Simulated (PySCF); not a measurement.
# GeH2Cl (SMILES [Cl][GeH2]): UCCSD(T)/pc-0

What is the energy change on altering one bond length of GeH2Cl at UCCSD(T)/pc-0? The job is set up through a Python script.

The calculation is run with PySCF 2.14.0.

6 further runs of the same task are left out: 6 set aside as unsound or not needed.

## (1) The system as given

The species is GeH2Cl (4 atoms), meant as a doublet with charge 0. As SMILES, `[Cl][GeH2]`. The coordinates come from a PBE0-D4/def2-TZVP relaxation.

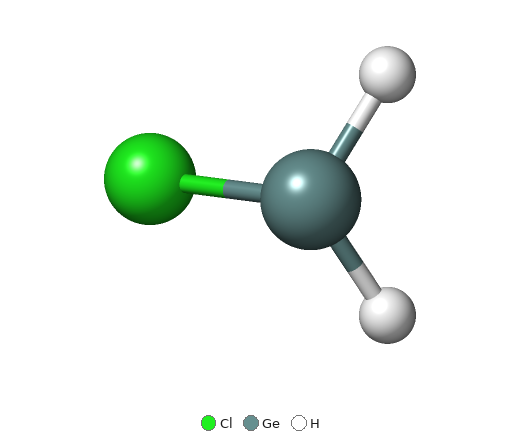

Viewed from a chosen angle; chlorine green, germanium teal, hydrogen white.

## (2) A single-point energy at UCCSD(T)/pc-0

input.py reads:

```python
from pyscf import gto, scf, cc

system = gto.M(
    atom='''
Cl    -2.953453     0.576744     1.877443
Ge     0.201634    -0.852455    -0.267585
H      0.137383     0.490573    -2.861423
H      2.614247    -0.214862     1.251566
''',
    max_memory=1860,
    basis='pc-0',
    verbose=3,
    unit='bohr',
    spin=1,
)

mf = scf.UHF(system)
mf.max_cycle = 100
mf.kernel()
if not mf.converged:
    mf = mf.newton().run(mf.mo_coeff, mf.mo_occ)

mycc = cc.CCSD(mf)
mycc.kernel()
e_t = mycc.ccsd_t()
energy = mycc.e_tot + e_t
print('E(%s) = %.9f' % ('CCSD(T)', energy))
```

Started as:

```bash
OMP_NUM_THREADS=1 python input.py
```

Standard output:

```text
converged SCF energy = -2534.18266784899  <S^2> = 0.75128606  2S+1 = 2.0012856
E(UCCSD) = -2534.329674728322  E_corr = -0.1470068793322968
UCCSD(T) correction = -0.00143051634782967
E(CCSD(T)) = -2534.331105245
```

Wall time 3.9 s (1 thread of AMD EPYC 9R45 (Zen 5), shared host); peak memory 0.19 GiB.

## (3) The distorted shape

job.py reads:

```python
from pyscf import gto, cc

mol = gto.M(
    atom='''
Cl    -2.889202    -0.766284     4.471281
Ge     0.265884    -2.195484     2.326253
H      0.137383     0.490573    -2.861423
H      2.678498    -1.557890     3.845404
''',
    spin=1,
    max_memory=1860,
    basis='pc-0',
    unit='bohr',
    verbose=3,
)

myscf = mol.UHF()
myscf.max_cycle = 100
myscf.kernel()
if not myscf.converged:
    myscf = myscf.newton().run(myscf.mo_coeff, myscf.mo_occ)

mycc = cc.CCSD(myscf)
mycc.kernel()
e_t = mycc.ccsd_t()
etot = mycc.e_tot + e_t
print('E = %.10f Eh' % etot)
```

Started as:

```bash
OMP_NUM_THREADS=1 python job.py
```

Standard output:

```text
converged SCF energy = -2534.1214794166  <S^2> = 0.84511083  2S+1 = 2.0929509
E(UCCSD) = -2534.261061074756  E_corr = -0.139581658153676
UCCSD(T) correction = -0.00169651516783206
E = -2534.2627575899 Eh
```

Wall time 6 s (1 thread of AMD EPYC 9R45 (Zen 5), shared host); peak memory 0.21 GiB.

## (4) What came out

Level: UCCSD(T)/pc-0.

| quantity | value |
| --- | --- |
| first shape: total energy | -2534.33111 Eh |
| first shape: dipole moment (Hartree–Fock density) | 3.22 D |
| first shape: HOMO energy (Hartree–Fock orbitals) (highest over α and β) | -9.40 eV |
| first shape: LUMO energy (Hartree–Fock orbitals) (lowest over α and β) | 0.38 eV |
| first shape: correlation energy | -148.4 mEh |
| first shape: (T) correction | -1.43 mEh |
| first shape: ⟨S²⟩ of the reference determinant | 0.751 |
| first shape: T1 diagnostic | 0.005 |
| distorted shape: total energy | -2534.26276 Eh |
| distorted shape: dipole moment (Hartree–Fock density) | 2.93 D |
| distorted shape: HOMO energy (Hartree–Fock orbitals) (highest over α and β) | -9.15 eV |
| distorted shape: LUMO energy (Hartree–Fock orbitals) (lowest over α and β) | 0.20 eV |
| distorted shape: correlation energy | -141.3 mEh |
| distorted shape: (T) correction | -1.70 mEh |
| distorted shape: ⟨S²⟩ of the reference determinant | 0.845 |
| distorted shape: T1 diagnostic | 0.014 |
| energy change with the Ge2–H3 bond stretched from 1.546 to 3.092 Å | 1.860 eV |

With the Ge2–H3 bond stretched from 1.546 to 3.092 Å the energy rises by 1.86 eV (179 kJ/mol). The first shape isn't relaxed at this level, so the change isn't measured from a minimum. Mulliken charges (first shape) of the mean-field density run from -0.33 on Cl1 to +0.38 on Ge2. The triples (first shape) make up 1.0 % of the correlation energy. Mulliken charges (distorted shape) of the mean-field density run from -0.38 on Cl1 to +0.52 on Ge2. The triples (distorted shape) make up 1.2 % of the correlation energy.
